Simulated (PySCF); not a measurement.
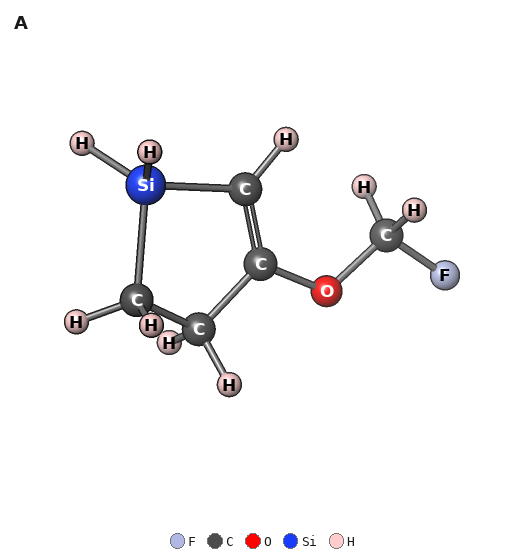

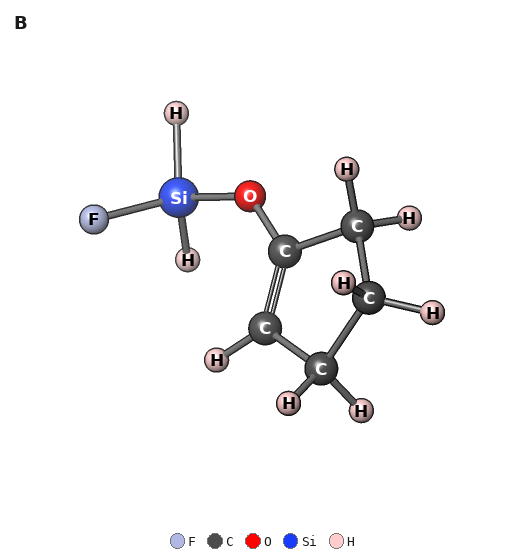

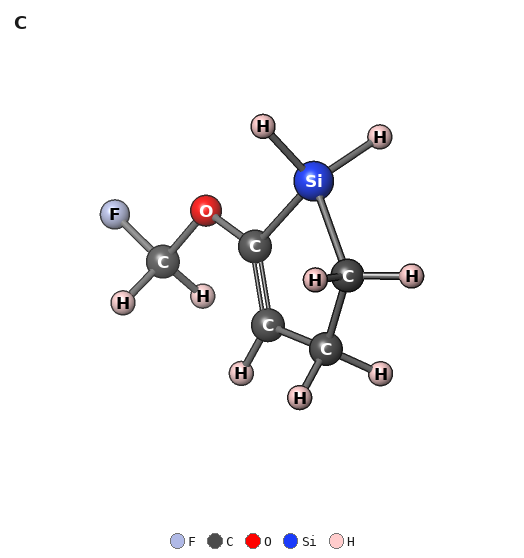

3 stationary structures of one formula. Geometries: GFN2-xTB. Electronic energies: PBE0/def2-SVPD (PySCF 2.14.0), without zero-point energy. No frequency run is at hand to confirm each as a minimum. Each is one conformer, not always the lowest.

Are they conformers, stereoisomers or constitutional isomers?

They are constitutional isomers of C5H9FOSi: A `FCOC1=C[SiH2]CC1`, B `F[SiH2]OC1=CCCC1`, C `FCOC1=CCC[SiH2]1`.

Rank them by energy, lowest first.

B is lowest; A lies 57.2 kcal/mol above it, C lies 64.8 kcal/mol above it.

The geometry is semi-empirical. Around Si such bond lengths and angles can be off by a tenth of an ångström or more and by several degrees, and values that hang on the shape move with them.
